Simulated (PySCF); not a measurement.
## Electronic structure of C3H9NOSi2 (SMILES O=CN[C@]1([SiH3])C[SiH2]1) in real space

```csv
atom,x (Å),y (Å),z (Å)
O,0.5713,-2.4630,-0.0939
C,1.4820,-1.6604,-0.2342
N,1.3063,-0.3495,-0.2092
C,0.0036,0.2009,0.0089
Si,-1.3824,-1.1156,-0.0659
C,-0.2212,1.5429,-0.6999
Si,-0.1016,1.7180,1.1651
H,2.5203,-1.9892,-0.3885
H,2.0821,0.2819,-0.3454
H,-1.5072,-1.8691,1.1727
H,-2.5640,-0.2092,-0.0545
H,-1.4802,-1.7829,-1.3581
H,0.5838,1.8769,-1.3443
H,-1.1802,1.6479,-1.1860
H,-1.2914,1.9669,1.9485
H,1.1712,2.2125,1.6732
```

Geometry: GFN2-xTB.

These are results of PySCF 2.14.0, CAM-B3LYP/def2-SVPD, SCF density, gas phase, not measurements.

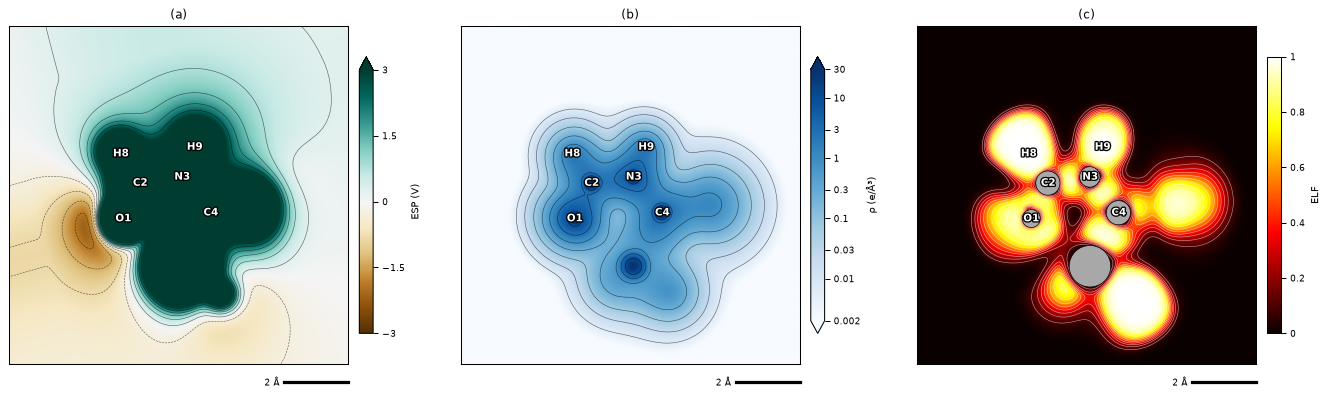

Figure 1. (a) electrostatic potential; (b) electron density; (c) ELF on the plane of atoms O1, C2 and N3. Grey discs cover the atomic cores in the ELF map.

### Describe what can be read from this map.

- The plane passes through O, C, N and H nuclei.
- C–O (1.22 Å): ρ at the midpoint is about 3.2 e/Å³; the ELF peaks at about 0.85 between the atoms: a short, multiple covalent bond.
- C–N (1.32 Å): the density is about 2.5 e/Å³ at the midpoint; the ELF peaks at about 0.95 between the atoms: a covalent bond.
- N–H (1.01 Å): ρ is about 2.9 e/Å³ halfway; the ELF climbs to about 1 towards the hydrogen, as it does in any bond to H; a covalent bond by its length.
- C–N (1.43 Å): ρ at the midpoint is about 2 e/Å³; the ELF peaks at about 0.95 between the atoms: localised, covalent bonding.
- C–H (1.10 Å): ρ is about 2 e/Å³ halfway; the ELF climbs to about 1 towards the hydrogen: a covalent bond by its length.
- The ELF also peaks beside O1, away from the bonds: lone-pair regions.
- Outside the dense part of the molecule the potential is most negative (−2.2 V) near O1.

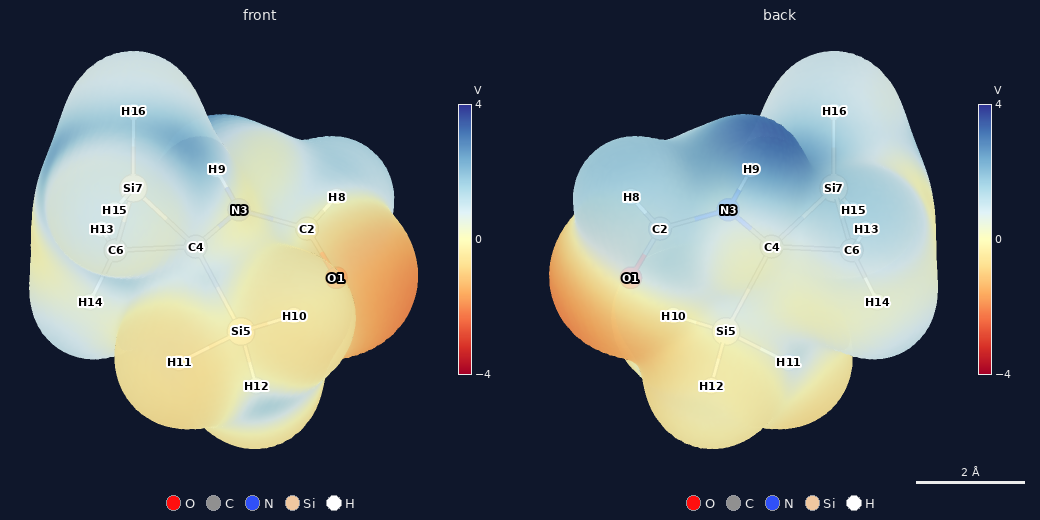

Figure 2. The molecular electrostatic potential painted on the density surface at 0.004 e/bohr³, seen from the front and from behind; red is negative and blue positive.

### Which sites attract a positive test charge, and which a negative one?

A positive charge is drawn to the negative regions and a negative charge to the positive ones. The most negative region (about −1.9 V) lies over O1, the most positive (about +3.3 V) over H9. O1 is the likeliest acceptor of a hydrogen bond.

### What dipole moment does the calculation give?

Its dipole moment is 4.53 D.
